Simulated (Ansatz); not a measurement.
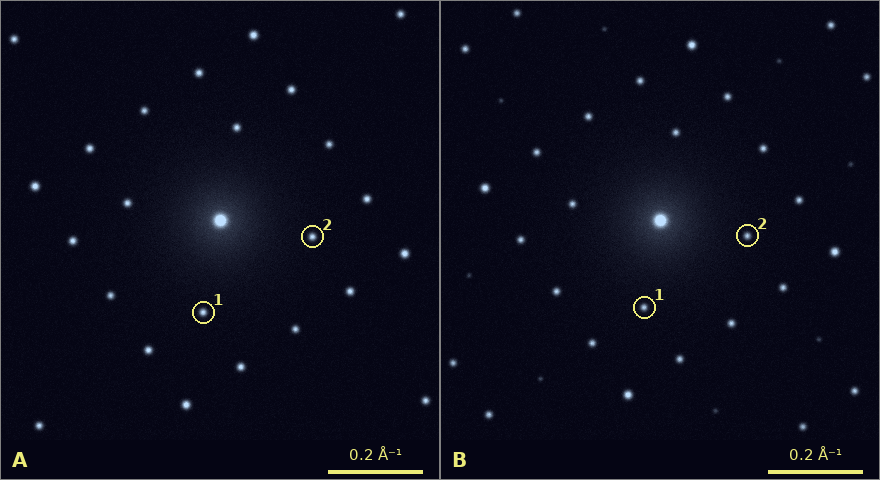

Kinematic electron diffraction patterns (120 kV, B = 0.5 Å², same scale) along [001] of the run's own cell, for the start and the end of one relaxation of AsI2 with DFT PBE, scalar-relativistic, plane waves, PAW (Ansatz). k mesh 6×6×8. The start is a generated model structure, and the relaxation ends in the nearest stationary point of its symmetry, not necessarily the ground state. Spot 1 is -1 -1 0 and spot 2 is 1 -1 0 in both.

Start structure:

```
CELL_PARAMETERS angstrom
7.04213 0.00000 0.00000
0.00000 7.04213 0.00000
0.00000 0.00000 4.53584
ATOMIC_POSITIONS crystal
As 0.00000 0.00000 0.00000
As 0.50000 0.50000 0.50000
I 0.30600 0.30600 0.00000
I 0.19400 0.80600 0.50000
I 0.69400 0.69400 0.00000
I 0.80600 0.19400 0.50000
```

**Which pattern belongs to the start structure, and which to the relaxed one?**

A is the start: its cell gives d(1) = 4.980 Å, d(2) = 4.980 Å and an angle of 90.0°. B is the relaxed structure, with d(1) = 5.262 Å (+5.7 %), d(2) = 5.262 Å (+5.7 %) and 90.0°.

**Name reflections whose intensity changes strongly on relaxation.**

1 -2 0 goes from 65 to 37 % of the strongest spot.

**What did the relaxation do to the structure and the energy?**

The volume changed by -1.0 % to 37.13 Å³ an atom; with the mean shift removed, the atoms moved by up to 0.10 Å relative to the cell (I most); the space group stayed P4_2/mnm (No. 136); the free energy fell by 33 meV an atom. Relaxed cell: a = 7.441 Å, b = 7.441 Å, c = 4.023 Å, α = 90.00°, β = 90.00°, γ = 90.00°.
